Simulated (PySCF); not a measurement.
## Geometry relaxation, with input and output: Si2H2OF2 (part 1 of 2)

- system: Si2H2OF2
- method: BLYP/6-31G*, RKS (PySCF 2.14.0)

The geometry comes from this level: PBE0-D4/def2-TZVP. Figures and captions count atoms from 1; the log counts them from 0 in places.

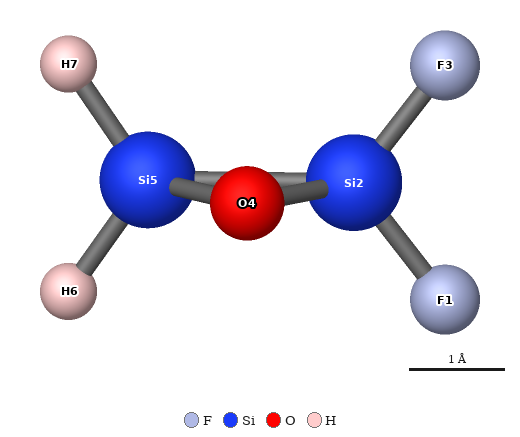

**Figure 1.** The structure as given in the input (ball-and-stick view, seen at a tilt; atoms are numbered from 1 in the order of the input). Bond lengths as drawn: F–Si 1.58 Å, H–Si 1.48 Å, O–Si 1.65 to 1.72 Å and Si–Si 2.17 Å.

The input (job.py):
```python
from pyscf import gto, dft
from pyscf.geomopt.geometric_solver import kernel as optimise

molecule = gto.Mole()
molecule.atom = '''
F        0.424200      -1.612100       1.693800
Si       0.037900      -1.026000       0.280100
F       -0.194200      -2.288000      -0.639100
O        1.103500       0.077900      -0.322100
Si      -0.304800       1.058600      -0.232800
H       -0.202300       2.188800       0.720000
H       -0.802800       1.532800      -1.545500
'''
molecule.verbose = 3
molecule.spin = 0
molecule.basis = '6-31g*'
molecule.max_memory = 1860
molecule.build()

ks = dft.RKS(molecule, xc='blyp')
ks.grids.level = 4
ks.conv_tol = 1e-10
converged, mol_eq = optimise(ks, maxsteps=60, convergence_set='GAU_TIGHT')
print('converged:', converged)
print(mol_eq.tostring())

ks.reset(mol_eq)
molecule = mol_eq
ks.kernel()
if not ks.converged:
    ks = ks.newton().run(ks.mo_coeff, ks.mo_occ)
energy = ks.e_tot
print(f'total energy: {energy:.8f} hartree')
```

Machine: 1 thread of Arm Neoverse N1, 24 GiB of memory available, shared host.

Launch command:
```bash
OMP_NUM_THREADS=1 python job.py
```

Output:
```
#|     Arguments passed to driver run_optimizer():      |#
convergence_set           GAU_TIGHT
customengine              <pyscf.geomopt.geometric_solver.PySCFEngine object>
maxiter                   60
----------------------------------------------------------
Custom engine selected.
Bonds will be generated from interatomic distances less than 1.20 times sum of covalent radii
21 internal coordinates being used (instead of 21 Cartesians)
Internal coordinate system (atoms numbered from 1):
Distance 1-2
Distance 2-3
Distance 2-4
Distance 2-5
Distance 4-5
Distance 5-6
Distance 5-7
Angle 1-2-4
Angle 1-2-5
Angle 3-2-4
Angle 3-2-5
Angle 4-2-5
Angle 2-4-5
Angle 2-5-4
Angle 2-5-7
Angle 4-5-6
Angle 4-5-7
Angle 6-5-7
Out-of-Plane 2-1-3-5
Out-of-Plane 5-2-6-7
Dihedral 1-2-4-5
Dihedral 3-2-4-5
Dihedral 1-2-5-4
Dihedral 1-2-5-6
Dihedral 1-2-5-7
Dihedral 3-2-5-4
Dihedral 3-2-5-6
Dihedral 3-2-5-7
Dihedral 4-2-5-6
Dihedral 4-2-5-7
Dihedral 2-4-5-6
Dihedral 2-4-5-7
Translation-X 1-7
Translation-Y 1-7
Translation-Z 1-7
Rotation-A 1-7
Rotation-B 1-7
Rotation-C 1-7
<class 'geometric.internal.Distance'> : 7
<class 'geometric.internal.Angle'> : 11
<class 'geometric.internal.OutOfPlane'> : 2
<class 'geometric.internal.Dihedral'> : 12
<class 'geometric.internal.TranslationX'> : 1
<class 'geometric.internal.TranslationY'> : 1
<class 'geometric.internal.TranslationZ'> : 1
<class 'geometric.internal.RotationA'> : 1
<class 'geometric.internal.RotationB'> : 1
<class 'geometric.internal.RotationC'> : 1
> ===== Optimization Info: ====
> Job type: Energy minimization
> Maximum number of optimization cycles: 60
> Initial / maximum trust radius (Angstrom): 0.100 / 0.300
> Convergence Criteria:
> Will converge when all 5 criteria are reached:
>  |Delta-E| < 1.00e-06
>  RMS-Grad  < 1.00e-05
>  Max-Grad  < 1.50e-05
>  RMS-Disp  < 4.00e-05
>  Max-Disp  < 6.00e-05
> === End Optimization Info ===

Geometry optimization cycle 1
Cartesian coordinates (Angstrom)
 Atom        New coordinates             dX        dY        dZ
   F   0.424200  -1.612100   1.693800    0.000000  0.000000 -0.000000
  Si   0.037900  -1.026000   0.280100    0.000000  0.000000  0.000000
   F  -0.194200  -2.288000  -0.639100    0.000000  0.000000  0.000000
   O   1.103500   0.077900  -0.322100    0.000000  0.000000  0.000000
  Si  -0.304800   1.058600  -0.232800    0.000000  0.000000  0.000000
   H  -0.202300   2.188800   0.720000    0.000000  0.000000  0.000000
   H  -0.802800   1.532800  -1.545500    0.000000  0.000000  0.000000

WARN: Mole.unit (angstrom) is changed to Bohr

converged SCF energy = -855.151741596243
--------------- RKS_Scanner gradients ---------------
         x                y                z
0 F    -0.0062001650     0.0094876855    -0.0253857409
1 Si     0.0133191425    -0.0079032431    -0.0012111207
2 F     0.0049619371     0.0215615887     0.0166471484
3 O    -0.0299555280    -0.0032990197     0.0089032193
4 Si     0.0160726376    -0.0136184267    -0.0002743244
5 H     0.0000600595    -0.0040785097    -0.0025924592
6 H     0.0017729805    -0.0021778916     0.0038804030
----------------------------------------------
cycle 1: E = -855.151741596  dE = -855.152  norm(grad) = 0.0570835
Step    0 : Gradient = 2.158e-02/3.142e-02 (rms/max) Energy = -855.1517415962
Hessian Eigenvalues: 2.97742e-02 3.67609e-02 4.38752e-02 ... 3.92570e-01 5.56253e-01 5.56359e-01

Geometry optimization cycle 2
Cartesian coordinates (Angstrom)
 Atom        New coordinates             dX        dY        dZ
   F   0.425387  -1.624164   1.728715    0.001187 -0.012064  0.034915
  Si   0.045638  -1.040986   0.282656    0.007738 -0.014986  0.002556
   F  -0.208400  -2.313846  -0.661022   -0.014200 -0.025846 -0.021922
   O   1.130122   0.078876  -0.327844    0.026622  0.000976 -0.005744
  Si  -0.307560   1.068537  -0.233002   -0.002760  0.009937 -0.000202
   H  -0.210399   2.215554   0.722543   -0.008099  0.026754  0.002543
   H  -0.815589   1.550091  -1.555209   -0.012789  0.017291 -0.009709
converged SCF energy = -855.155289329633
--------------- RKS_Scanner gradients ---------------
         x                y                z
0 F    -0.0015689218     0.0034905521    -0.0058708600
1 Si     0.0047163775    -0.0042443700    -0.0001557605
2 F     0.0008597373     0.0060536101     0.0032773053
3 O    -0.0111611820     0.0006290562     0.0027834036
4 Si     0.0071507547    -0.0061492418     0.0000525290
5 H     0.0000657264     0.0002039250     0.0001413498
6 H    -0.0000324563    -0.0000343428    -0.0002688687
----------------------------------------------
cycle 2: E = -855.15528933  dE = -0.00354773  norm(grad) = 0.0189559
Step    1 : Displace = 2.725e-02/3.685e-02 (rms/max) Trust = 1.000e-01 (=) Grad = 7.165e-03/1.152e-02 (rms/max) E (change) = -855.1552893296 (-3.548e-03) Quality = 1.237
Hessian Eigenvalues: 2.97783e-02 3.67574e-02 4.43414e-02 ... 3.72485e-01 5.12476e-01 5.56310e-01

Geometry optimization cycle 3
Cartesian coordinates (Angstrom)
 Atom        New coordinates             dX        dY        dZ
   F   0.423854  -1.643076   1.731029   -0.001532 -0.018913  0.002315
  Si   0.041741  -1.037201   0.283563   -0.003896  0.003785  0.000907
   F  -0.208234  -2.330853  -0.650161    0.000166 -0.017006  0.010861
   O   1.142648   0.080796  -0.331772    0.012526  0.001920 -0.003928
  Si  -0.310519   1.080119  -0.235749   -0.002959  0.011582 -0.002747
   H  -0.214426   2.225847   0.720968   -0.004028  0.010293 -0.001575
   H  -0.818970   1.563586  -1.556850   -0.003381  0.013496 -0.001641
converged SCF energy = -855.155682752525
--------------- RKS_Scanner gradients ---------------
         x                y                z
0 F     0.0001959241    -0.0005597262    -0.0007181043
1 Si    -0.0008810362     0.0003549099     0.0000493067
2 F     0.0005821848    -0.0001460312     0.0007494316
3 O    -0.0012001459     0.0007972081     0.0000878290
4 Si     0.0012693198    -0.0010849525     0.0000647416
5 H     0.0000602195     0.0003439428    -0.0000176034
6 H     0.0000088157     0.0002538675    -0.0002330707
----------------------------------------------
cycle 3: E = -855.155682753  dE = -0.000393423  norm(grad) = 0.00279483
Step    2 : Displace = 1.434e-02/2.047e-02 (rms/max) Trust = 1.414e-01 (+) Grad = 1.056e-03/1.671e-03 (rms/max) E (change) = -855.1556827525 (-3.934e-04) Quality = 0.989
Hessian Eigenvalues: 2.97430e-02 3.66560e-02 4.51424e-02 ... 3.78032e-01 5.08304e-01 5.56311e-01

Geometry optimization cycle 4
Cartesian coordinates (Angstrom)
 Atom        New coordinates             dX        dY        dZ
   F   0.420709  -1.633959   1.737529   -0.003146  0.009117  0.006500
  Si   0.045597  -1.037755   0.282986    0.003855 -0.000554 -0.000577
   F  -0.215112  -2.326278  -0.656830   -0.006878  0.004574 -0.006668
   O   1.147954   0.079572  -0.333316    0.005306 -0.001224 -0.001544
  Si  -0.309224   1.079209  -0.236361    0.001296 -0.000910 -0.000611
   H  -0.216172   2.220557   0.724362   -0.001745 -0.005289  0.003394
   H  -0.820554   1.561386  -1.555655   -0.001584 -0.002201  0.001195
converged SCF energy = -855.155707710706
--------------- RKS_Scanner gradients ---------------
         x                y                z
0 F     0.0002286256    -0.0000046825     0.0006330676
1 Si    -0.0003980851    -0.0005555705     0.0002651546
2 F    -0.0000935228    -0.0003545492    -0.0005488791
3 O    -0.0003476675     0.0007759260    -0.0001360866
4 Si     0.0008071074     0.0000821626    -0.0002748716
5 H    -0.0000958557    -0.0000316401    -0.0000279258
6 H    -0.0000674294     0.0000328507     0.0000681103
----------------------------------------------
cycle 4: E = -855.155707711  dE = -2.49582e-05  norm(grad) = 0.00170957
Step    3 : Displace = 7.001e-03/1.101e-02 (rms/max) Trust = 2.000e-01 (+) Grad = 6.462e-04/8.611e-04 (rms/max) E (change) = -855.1557077107 (-2.496e-05) Quality = 0.840
Hessian Eigenvalues: 2.98525e-02 3.71925e-02 4.07666e-02 ... 3.79335e-01 5.30986e-01 5.56309e-01

Geometry optimization cycle 5
Cartesian coordinates (Angstrom)
 Atom        New coordinates             dX        dY        dZ
   F   0.418950  -1.634076   1.736514   -0.001759 -0.000117 -0.001015
  Si   0.045357  -1.036233   0.282783   -0.000240  0.001522 -0.000203
   F  -0.216163  -2.325132  -0.655490   -0.001051  0.001146  0.001340
   O   1.148524   0.079620  -0.333041    0.000571  0.000048  0.000275
  Si  -0.309688   1.079776  -0.235850   -0.000464  0.000567  0.000511
   H  -0.215784   2.221164   0.724871    0.000387  0.000607  0.000509
   H  -0.820471   1.561598  -1.555533    0.000083  0.000212  0.000122
converged SCF energy = -855.155712682451
--------------- RKS_Scanner gradients ---------------
         x                y                z
0 F     0.0001555727    -0.0000188399     0.0002551924
1 Si    -0.0004195000    -0.0002901619     0.0001942433
2 F     0.0000160112    -0.0001702234    -0.0002340431
3 O    -0.0001625331     0.0004917265    -0.0001021680
4 Si     0.0005948552    -0.0000676122    -0.0001766873
5 H    -0.0000810344    -0.0000145209     0.0000064044
6 H    -0.0000699624     0.0000133446     0.0000385302
----------------------------------------------
cycle 5: E = -855.155712682  dE = -4.97175e-06  norm(grad) = 0.0010739
Step    4 : Displace = 9.977e-04/1.499e-03 (rms/max) Trust = 2.828e-01 (+) Grad = 4.059e-04/6.242e-04 (rms/max) E (change) = -855.1557126825 (-4.972e-06) Quality = 1.454
Hessian Eigenvalues: 2.56355e-02 3.05351e-02 3.82365e-02 ... 3.21242e-01 5.09327e-01 5.56308e-01

Geometry optimization cycle 6
Cartesian coordinates (Angstrom)
 Atom        New coordinates             dX        dY        dZ
   F   0.414819  -1.633324   1.735885   -0.004131  0.000752 -0.000629
  Si   0.045200  -1.033713   0.282476   -0.000157  0.002520 -0.000307
   F  -0.219557  -2.322265  -0.654450   -0.003394  0.002867  0.001040
   O   1.149363   0.080086  -0.332226    0.000839  0.000466  0.000814
  Si  -0.310949   1.081199  -0.234427   -0.001261  0.001423  0.001422
   H  -0.214774   2.222954   0.725598    0.001010  0.001790  0.000727
   H  -0.819977   1.562643  -1.554899    0.000494  0.001046  0.000634
converged SCF energy = -855.155715773634
--------------- RKS_Scanner gradients ---------------
         x                y                z
0 F     0.0000377991     0.0000109299    -0.0001120832
1 Si    -0.0002820724    -0.0000226390     0.0000706980
2 F     0.0000742779     0.0000505331     0.0000695184
3 O     0.0001304543     0.0000897850    -0.0000629783
4 Si     0.0001800879    -0.0001480582    -0.0000107797
5 H    -0.0000552225    -0.0000165195     0.0000081905
6 H    -0.0000522745    -0.0000241032     0.0000232940
----------------------------------------------
cycle 6: E = -855.155715774  dE = -3.09118e-06  norm(grad) = 0.00045039
Step    5 : Displace = 1.570e-03/2.143e-03 (rms/max) Trust = 3.000e-01 (+) Grad = 1.702e-04/2.917e-04 (rms/max) E (change) = -855.1557157736 (-3.091e-06) Quality = 0.931
Hessian Eigenvalues: 1.76630e-02 3.02380e-02 3.86118e-02 ... 3.13638e-01 5.39348e-01 5.56309e-01

Geometry optimization cycle 7
Cartesian coordinates (Angstrom)
 Atom        New coordinates             dX        dY        dZ
   F   0.412604  -1.632753   1.736106   -0.002215  0.000571  0.000221
  Si   0.044743  -1.032659   0.282493   -0.000457  0.001053  0.000017
   F  -0.221576  -2.320828  -0.654455   -0.002019  0.001437 -0.000005
   O   1.148990   0.080653  -0.331630   -0.000373  0.000567  0.000596
  Si  -0.311739   1.082392  -0.233698   -0.000789  0.001193  0.000730
   H  -0.214005   2.224371   0.725909    0.000769  0.001417  0.000311
   H  -0.819318   1.564179  -1.554629    0.000659  0.001536  0.000270
converged SCF energy = -855.155716176596
--------------- RKS_Scanner gradients ---------------
         x                y                z
0 F     0.0000089315     0.0000132526    -0.0001137139
1 Si    -0.0001381485     0.0000065331     0.0000212083
2 F     0.0000496670     0.0000589402     0.0000814854
3 O     0.0001374603    -0.0000003101    -0.0000402145
4 Si     0.0000418951    -0.0001034471     0.0000288589
5 H    -0.0000328808    -0.0000108991     0.0000005375
6 H    -0.0000341447    -0.0000260322     0.0000089492
----------------------------------------------
cycle 7: E = -855.155716177  dE = -4.02962e-07  norm(grad) = 0.000286828
Step    6 : Displace = 5.290e-04/9.035e-04 (rms/max) Trust = 3.000e-01 (=) Grad = 1.084e-04/1.432e-04 (rms/max) E (change) = -855.1557161766 (-4.030e-07) Quality = 0.756
Hessian Eigenvalues: 9.69936e-03 3.01318e-02 3.85303e-02 ... 3.17118e-01 5.06655e-01 5.56309e-01

Geometry optimization cycle 8
Cartesian coordinates (Angstrom)
 Atom        New coordinates             dX        dY        dZ
   F   0.408982  -1.631610   1.736659   -0.003622  0.001143  0.000553
  Si   0.043272  -1.030898   0.282683   -0.001471  0.001762  0.000190
   F  -0.224890  -2.318487  -0.654653   -0.003314  0.002341 -0.000198
   O   1.147731   0.081794  -0.330588   -0.001260  0.001141  0.001043
  Si  -0.312815   1.084812  -0.232749   -0.001076  0.002420  0.000949
   H  -0.212682   2.226838   0.726575    0.001323  0.002467  0.000666
   H  -0.817941   1.567623  -1.554283    0.001377  0.003444  0.000346
converged SCF energy = -855.155716267865
--------------- RKS_Scanner gradients ---------------
         x                y                z
0 F    -0.0000064727     0.0000009923    -0.0000369456
1 Si     0.0000748998     0.0000160782    -0.0000326524
2 F     0.0000041538     0.0000165936     0.0000360537
3 O     0.0000499168    -0.0000687515    -0.0000005695
4 Si    -0.0000908103    -0.0000038373     0.0000399027
5 H     0.0000041315    -0.0000046440    -0.0000077552
6 H    -0.0000032968    -0.0000206611    -0.0000098764
----------------------------------------------
cycle 8: E = -855.155716268  dE = -9.12688e-08  norm(grad) = 0.000166257
Step    7 : Displace = 6.503e-04/1.171e-03 (rms/max) Trust = 3.000e-01 (=) Grad = 6.284e-05/9.926e-05 (rms/max) E (change) = -855.1557162679 (-9.127e-08) Quality = 0.163
Hessian Eigenvalues: 7.30254e-03 3.00714e-02 3.85956e-02 ... 3.22938e-01 4.98809e-01 5.56310e-01

Geometry optimization cycle 9
Cartesian coordinates (Angstrom)
 Atom        New coordinates             dX        dY        dZ
   F   0.406016  -1.630478   1.737056   -0.002966  0.001132  0.000397
  Si   0.041498  -1.029281   0.282904   -0.001774  0.001617  0.000221
   F  -0.227552  -2.316472  -0.654843   -0.002662  0.002014 -0.000190
   O   1.146581   0.082785  -0.329750   -0.001149  0.000991  0.000838
  Si  -0.313256   1.087026  -0.232212   -0.000441  0.002214  0.000537
   H  -0.211749   2.228782   0.727299    0.000933  0.001944  0.000724
   H  -0.816789   1.570811  -1.554002    0.001151  0.003188  0.000281
converged SCF energy = -855.155716151864
--------------- RKS_Scanner gradients ---------------
         x                y                z
0 F    -0.0000015084    -0.0000113454     0.0000201985
1 Si     0.0001639219     0.0000195092    -0.0000486240
2 F    -0.0000148926    -0.0000201133    -0.0000033208
3 O    -0.0000207570    -0.0000851941     0.0000206887
4 Si    -0.0001303988     0.0000534785     0.0000225555
5 H     0.0000232760    -0.0000053669    -0.0000084844
6 H     0.0000129018    -0.0000163762    -0.0000146577
----------------------------------------------
cycle 9: E = -855.155716152  dE = 1.16e-07  norm(grad) = 0.000246116
Step    8 : Displace = 3.229e-04/4.815e-04 (rms/max) Trust = 3.251e-04 (-) Grad = 9.302e-05/1.721e-04 (rms/max) E (change) = -855.1557161519 (+1.160e-07) Quality = -0.493
Poor-quality step dominated by net translation/rotation detected; will project out net forces and torques past this point.
Hessian Eigenvalues: 3.18658e-03 2.79773e-02 3.14171e-02 ... 3.20495e-01 5.52161e-01 5.56399e-01

Geometry optimization cycle 10
Cartesian coordinates (Angstrom)
 Atom        New coordinates             dX        dY        dZ
   F   0.404168  -1.629660   1.737262   -0.001848  0.000818  0.000206
  Si   0.040082  -1.028182   0.283068   -0.001416  0.001100  0.000164
   F  -0.229174  -2.315153  -0.655002   -0.001622  0.001319 -0.000159
   O   1.145873   0.083450  -0.329235   -0.000708  0.000665  0.000514
  Si  -0.313195   1.088502  -0.232016    0.000061  0.001476  0.000196
   H  -0.211299   2.229949   0.727821    0.000450  0.001167  0.000523
   H  -0.816115   1.572920  -1.553797    0.000674  0.002109  0.000205
converged SCF energy = -855.155716215121
--------------- RKS_Scanner gradients ---------------
         x                y                z
0 F     0.0000092163    -0.0000169836     0.0000491029
1 Si     0.0001611618     0.0000113876    -0.0000398309
2 F    -0.0000178714    -0.0000408943    -0.0000271870
3 O    -0.0000571798    -0.0000592634     0.0000231092
4 Si    -0.0001031860     0.0000609857     0.0000007216
5 H     0.0000258532    -0.0000077687    -0.0000068189
6 H     0.0000147327    -0.0000132590    -0.0000110399
```
